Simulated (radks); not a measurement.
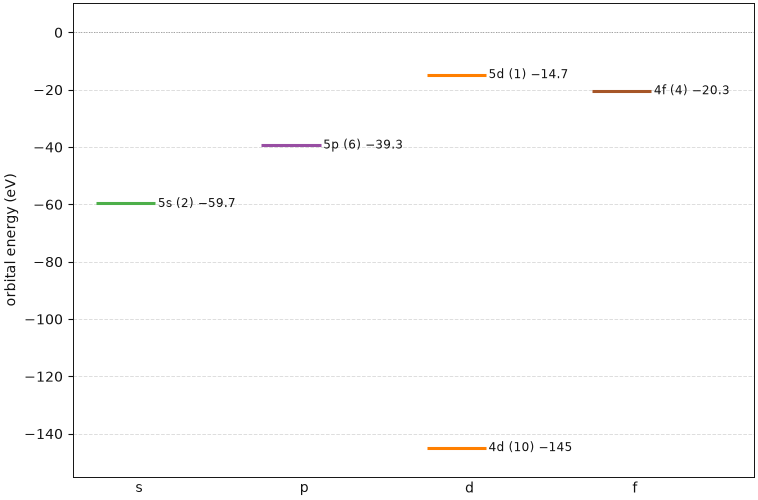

Fig. 1: The outer levels are drawn (occupations in brackets). The highest occupied level is 5d at −14.7 eV. The highest 3 occupied levels, from the top down, are 5d (−14.7 eV), 4f (−20.3 eV), 5p (−39.3 eV).

# Pm²⁺: atomic calculation

- system: Pm²⁺ (Z = 61, 59 electrons) in the configuration [Xe] 4f4 5d1.
- method: scalar-relativistic Kohn-Sham, r2SCAN, spin-unpolarised, spherical densities, finite nucleus (the in-house radial solver radks)

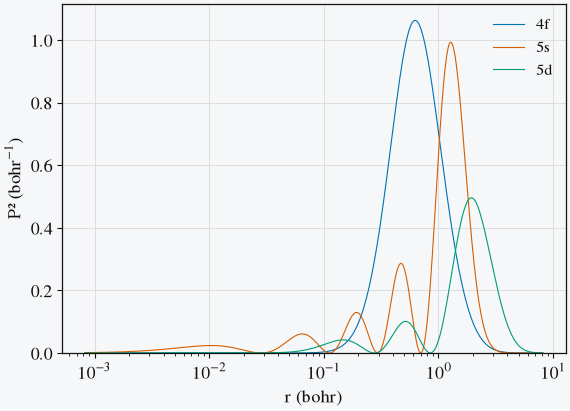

Fig. 2: The radial probability densities P² of 4f, 5s and 5d. 4f: outer maximum at 0.626 bohr, ⟨r⟩ = 0.952 bohr, 0 nodes, eigenvalue −20.3 eV; 5s: outer maximum at 1.28 bohr, ⟨r⟩ = 1.42 bohr, 4 nodes, eigenvalue −59.7 eV; 5d: outer maximum at 1.94 bohr, ⟨r⟩ = 2.41 bohr, 2 nodes, eigenvalue −14.7 eV.

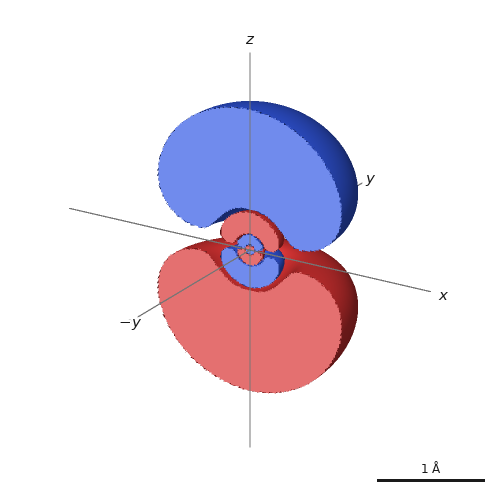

Fig. 3: One occupied orbital is shown. The surface of constant |ψ| that holds about 90 % of the electron is drawn, blue where ψ is positive and red where it is negative, with the half in front of the xz plane cut away and the cut face painted. The radial function comes from the spherical calculation and is multiplied by a real spherical harmonic; the overall sign is chosen so that the largest lobe of P(r) is positive; at the scalar-relativistic level it is the large component. It is 5p(z). It has the nodal plane xy and 3 radial nodes, at r = 0.100, 0.296 and 0.749 bohr. The outermost maximum of P² lies at 1.44 bohr, ⟨r⟩ = 1.64 bohr, 90 % of the charge lies within 2.39 bohr, and the eigenvalue is −39.3 eV, with 6 electrons in the shell.

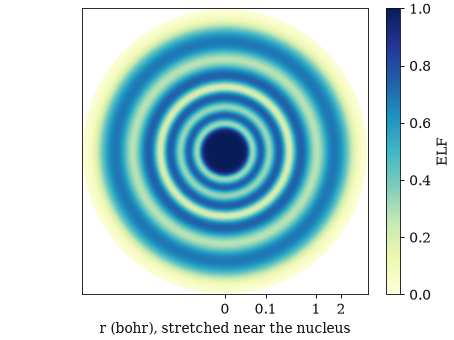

Fig. 4: The electron localisation function as a disc about the nucleus, with the radius drawn as r to the power 0.35. Rings of low ELF, its minima, lie near r = 0.034, 0.13, 0.38 and 1.0 bohr and part the shells. Its maxima away from the nucleus lie near 0.071 bohr (0.75), 0.23 bohr (0.75), 0.61 bohr (0.74) and 1.7 bohr (0.69).

These pictures come from the run below.

**Input**
```
Z 61
configuration [Xe] 4f4 5d1
relativity scalar-relativistic
functional r2scan,r2scan
spin unpolarised
nucleus finite rms 4.962 fm
c 137.035999084
```

Energies in input and log are in hartree, lengths in bohr (the nuclear radius in fm).

Launched within a batch (the task file carries these settings):
```bash
python <driver script> task.json out
```

**Log**
```
1s      1   2.0000       -1657.71338410
2s      1   2.0000        -270.89683098
2p      1   6.0000        -241.87394624
3s      1   2.0000         -59.96261125
3p      1   6.0000         -50.79979718
3d      1  10.0000         -38.24458561
4s      1   2.0000         -12.64871103
4p      1   6.0000          -9.61951071
4d      1  10.0000          -5.32321689
4f      1   4.0000          -0.74689411
5s      1   2.0000          -2.19337712
5p      1   6.0000          -1.44482692
5d      1   1.0000          -0.54059197
Etot -10020.319092707443
Ekin 10687.274691460778
Encl -24321.01091845159
Eh 3841.8924441437302
Exc -228.4753098603619
err 2.0921422960546975e-06
it 11
```

**Orbitals**

```
orbital  occupation  energy (eV)  ⟨r⟩ (bohr)  outer maximum (bohr)
     1s           2     −45108.7     0.02318                0.0148
     2s           2      −7371.5     0.09893                0.0838
     2p           6      −6581.7     0.08712                0.0676
     3s           2      −1631.7      0.2601                 0.238
     3p           6      −1382.3      0.2585                 0.234
     3d          10      −1040.7      0.2363                 0.192
     4s           2     −344.189      0.5922                 0.552
     4p           6     −261.760      0.6263                 0.575
     4d          10     −144.852      0.6850                 0.601
     5s           2      −59.685       1.422                  1.28
     5p           6      −39.316       1.639                  1.44
     4f           4      −20.324      0.9524                 0.626
     5d           1      −14.710       2.411                  1.94
```

**Slater integrals of the outer shells (hartree)**

| integral | value |
| --- | --- |
| F0(5d,5d) | 0.3753 |
| F2(5d,5d) | 0.1946 |
| F4(5d,5d) | 0.1282 |
| F0(5d,4f) | 0.4774 |
| F2(5d,4f) | 0.1276 |
| F4(5d,4f) | 0.0643 |
| G1(5d,4f) | 0.0674 |
| G3(5d,4f) | 0.0526 |

**Summary**

- outcome: converged
- total energy: −10020.3191 hartree
- kinetic energy: 10687.2747 hartree
- electron–nucleus energy: −24321.0109 hartree
- Hartree energy: 3841.8924 hartree
- exchange–correlation energy: −228.475310 hartree
- radius at density 0.001 e/bohr³: 3.77 bohr
- SCF iterations: 11
- hardware: 1 thread of Arm Neoverse V2, 95 GiB of memory available, shared host
